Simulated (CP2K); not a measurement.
# CH6SSi2 (SMILES S[SiH]1C[SiH2]1): GFN2-xTB

What is the vertical ionisation energy of CH6SSi2 at GFN2-xTB? 

Program for the calculation: CP2K 2026.2.

2 further runs of the same task are left out: 2 set aside as unsound or not needed.

### Step 1. The structure to begin with

CH6SSi2: 10 atoms, total charge 0, spin state singlet. SMILES: `S[SiH]1C[SiH2]1`. The shape is that of a GFN2-xTB optimisation. This is one conformer, not always the lowest.

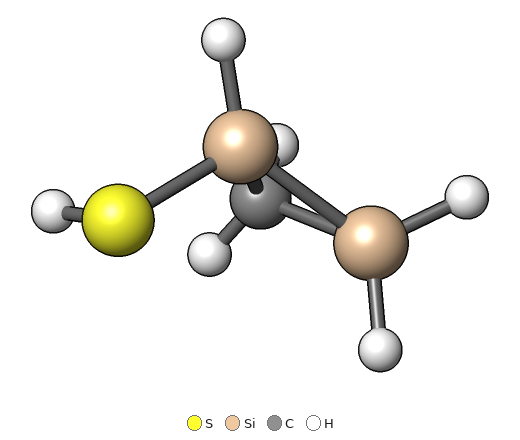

Viewed from a chosen angle; sulfur yellow, silicon light orange, carbon grey, hydrogen white.

### Step 2. Energy and forces at GFN2-xTB

Input file molecule.xyz:

```xyz
10

S     -2.583110     0.266720    -0.237150
Si    -0.618980     0.621380     0.614200
C      0.790830     0.206070    -0.629100
Si     0.822260    -1.150930     0.738110
H     -2.365540     0.923740    -1.365550
H     -0.663950     1.959450     1.192150
H      1.631290     0.887300    -0.666760
H      0.527390    -0.098000    -1.634850
H      0.494140    -2.517190     0.347310
H      1.965660    -1.098560     1.641630
```

Input file job.py:

```python
import numpy as np
from ase.io import read
from ase.calculators.cp2k import CP2K

atoms = read("molecule.xyz")
atoms.set_cell([12.5, 12.5, 11.3])
atoms.center()
template = """
&FORCE_EVAL
  METHOD QUICKSTEP
  &DFT
    &QS
      METHOD XTB
      EPS_DEFAULT 1.0E-10
      &XTB
        GFN_TYPE TBLITE
        &TBLITE
          METHOD GFN2
        &END TBLITE
        CHECK_ATOMIC_CHARGES F
      &END XTB
    &END QS
    ! cluster boundary conditions
    &POISSON
      PERIODIC NONE
      POISSON_SOLVER ANALYTIC
    &END POISSON
    &SCF
      SCF_GUESS ATOMIC
      EPS_SCF 1.0E-06
      MAX_SCF 150
      ADDED_MOS 4
      &DIAGONALIZATION
        ALGORITHM STANDARD
      &END DIAGONALIZATION
      &MIXING
        METHOD DIRECT_P_MIXING
        ALPHA 0.4
      &END MIXING
      &SMEAR ON
        METHOD FERMI_DIRAC
        ELECTRONIC_TEMPERATURE [K] 300
      &END SMEAR
    &END SCF
    &PRINT
      &MOMENTS
        PERIODIC F
        REFERENCE COM
        MAX_MOMENT 1
      &END MOMENTS
      &MO ON
        ENERGIES T
        OCCUPATION_NUMBERS T
        NDIGITS 6
        &EACH
          QS_SCF 0
        &END EACH
        ADD_LAST NUMERIC
      &END MO
      &HIRSHFELD OFF
      &END HIRSHFELD
    &END PRINT
  &END DFT
  &SUBSYS
  &END SUBSYS
&END FORCE_EVAL
"""
calc = CP2K(command="cp2k.psmp -s", label="gas", inp=template, basis_set=None, basis_set_file=None, potential_file=None, pseudo_potential=None, xc=None, cutoff=None, max_scf=None, charge=None, uks=False,
            force_eval_method=None, print_level="LOW", poisson_solver=None, stress_tensor=False)
atoms.calc = calc
e = atoms.get_potential_energy()
f = atoms.get_forces()
print(f"energy = {e:.6f} eV")
print("forces (eV/angstrom):")
for s, v in zip(atoms.get_chemical_symbols(), f):
    print(f"{s:2s} {v[0]:10.5f} {v[1]:10.5f} {v[2]:10.5f}")
```

Started as:

```sh
OMP_NUM_THREADS=1 python job.py
```

Output:

```text
energy = -322.436205 eV
forces (eV/angstrom):
S    -0.00104    0.00250   -0.00173
Si    0.00352   -0.01330    0.00670
C     0.00059    0.01192   -0.00705
Si   -0.00530    0.00338    0.00278
H    -0.00075   -0.00379    0.00015
H    -0.00011    0.00674   -0.00005
H     0.00083    0.00075    0.00376
H     0.00140   -0.00354   -0.00654
H    -0.00390   -0.00255    0.00039
H     0.00478   -0.00211    0.00158
```

gas.out:

```text
CP2K| version string:                                       CP2K version 2026.2
 CP2K| Input file name                                                   gas.inp

[... 19 lines left out ...]
 *** WARNING in qs_kind_types.F:2330 :: Information provided in the input ***
[... 65 lines left out ...]
  Step     Update method      Time    Convergence         Total energy    Change
[... 24 lines left out ...]
  Repulsive potential energy:                                   0.10982077671432
[... 2 lines left out ...]
  Non-self consistent dispersion energy:                        0.00000881384173
[... 4 lines left out ...]
  Total energy:                                               -11.84931303245917
[... 3 lines left out ...]
 TB_DIPOLE| Ref. Point [Bohr]      11.22050720      12.27043115      11.06753858
[... 2 lines left out ...]
 TB_DIPOLE| Derivative [a.u.]       0.00000000       0.00000000       0.00000000
[... 39 lines left out ...]
 -------------------------------------------------------------------------------
```

Wall time 1.9 s (1 thread of Intel Xeon Platinum 8488C (Sapphire Rapids), shared host); peak memory 0.19 GiB.

### Step 3. The doublet cation at the same level

molecule.xyz is that of step 2.

Input file job.py:

```python
import numpy as np
from ase.io import read
from ase.calculators.cp2k import CP2K

atoms = read("molecule.xyz")
atoms.set_cell([12.5, 12.5, 11.3])
atoms.center()
cp2k_input = """
&FORCE_EVAL
    METHOD QS
    &DFT
        CHARGE 1
        MULTIPLICITY 2
        UNRESTRICTED_KOHN_SHAM T
        &QS
            METHOD XTB
            EPS_DEFAULT 1.0E-10
            &XTB
                GFN_TYPE TBLITE
                &TBLITE
                    METHOD GFN2
                &END TBLITE
                CHECK_ATOMIC_CHARGES F
            &END XTB
        &END QS
        &POISSON
            PERIODIC NONE
            POISSON_SOLVER ANALYTIC
        &END POISSON
        &SCF
            SCF_GUESS ATOMIC
            EPS_SCF 1.0E-06
            MAX_SCF 150
            ADDED_MOS 2
            &DIAGONALIZATION
                ALGORITHM STANDARD
            &END DIAGONALIZATION
            &MIXING
                METHOD DIRECT_P_MIXING
                ALPHA 0.4
            &END MIXING
            &SMEAR ON
                METHOD FERMI_DIRAC
                ELECTRONIC_TEMPERATURE [K] 300
            &END SMEAR
        &END SCF
        &PRINT
            &MOMENTS
                PERIODIC F
                REFERENCE COM
                MAX_MOMENT 1
            &END MOMENTS
            &MO ON
                ENERGIES T
                OCCUPATION_NUMBERS T
                NDIGITS 6
                &EACH
                    QS_SCF 0
                &END EACH
                ADD_LAST NUMERIC
            &END MO
            &HIRSHFELD OFF
            &END HIRSHFELD
        &END PRINT
    &END DFT
    &SUBSYS
    &END SUBSYS
&END FORCE_EVAL
"""
calculator = CP2K(command="cp2k.psmp -s", label="gas", inp=cp2k_input, basis_set=None, basis_set_file=None, potential_file=None, pseudo_potential=None, xc=None, cutoff=None, max_scf=None, charge=None, uks=False,
            force_eval_method=None, print_level="LOW", poisson_solver=None, stress_tensor=False)
atoms.calc = calculator
e = atoms.get_potential_energy()
f = atoms.get_forces()
print(f"energy = {e:.6f} eV")
print("forces (eV/angstrom):")
for s, v in zip(atoms.get_chemical_symbols(), f):
    print(f"{s:2s} {v[0]:10.5f} {v[1]:10.5f} {v[2]:10.5f}")
```

Started as:

```sh
OMP_NUM_THREADS=1 python job.py
```

Output:

```text
energy = -310.538884 eV
forces (eV/angstrom):
S     0.15657   -0.15110    0.40579
Si   -1.57663    1.98349   -1.04907
C    -0.06456   -0.11485    0.43810
Si    1.85943   -1.56994   -0.53428
H     0.08523   -0.02676   -0.10322
H     0.12212   -0.19002    0.34096
H     0.02998    0.00387    0.11793
H    -0.13565   -0.08049    0.06037
H    -0.27679    0.02585    0.11651
H    -0.19970    0.11994    0.20691
```

gas.out:

```text
CP2K| version string:                                       CP2K version 2026.2
 CP2K| Input file name                                                   gas.inp

[... 19 lines left out ...]
 *** WARNING in qs_kind_types.F:2330 :: Information provided in the input ***
[... 73 lines left out ...]
  Step     Update method      Time    Convergence         Total energy    Change
[... 28 lines left out ...]
  Repulsive potential energy:                                   0.10982077671432
[... 2 lines left out ...]
  Non-self consistent dispersion energy:                        0.00000881384173
[... 4 lines left out ...]
  Total energy:                                               -11.41209449538279
[... 3 lines left out ...]
 TB_DIPOLE| Ref. Point [Bohr]      11.22050720      12.27043115      11.06753858
[... 2 lines left out ...]
 TB_DIPOLE| Derivative [a.u.]       0.00000000       0.00000000       0.00000000
[... 49 lines left out ...]
 -------------------------------------------------------------------------------
```

Wall time 1.9 s (1 thread of Intel Xeon Platinum 8488C (Sapphire Rapids), shared host); peak memory 0.19 GiB.

### Step 4. What came out

Level: GFN2-xTB.

```
                                                  quantity         value
                             singlet CH6SSi2: total energy  -11.84931 Eh
singlet CH6SSi2: dipole moment (from atomic charges alone)        2.82 D
                              singlet CH6SSi2: HOMO energy      -9.31 eV
                              singlet CH6SSi2: LUMO energy      -6.50 eV
                            singlet CH6SSi2: HOMO–LUMO gap       2.81 eV
                              doublet cation: total energy  -11.41209 Eh
        doublet cation: HOMO energy (highest over α and β)     -14.72 eV
         doublet cation: LUMO energy (lowest over α and β)     -14.48 eV
        vertical ionisation energy (to the doublet cation)     11.897 eV
```

In words: Removing an electron at fixed nuclei costs 11.90 eV (1148 kJ/mol). No empirical shift is applied, and without it xTB methods put this difference several eV too high. The dipole (singlet CH6SSi2) comes from point charges on the atoms alone, without atomic dipoles, so it is partial.
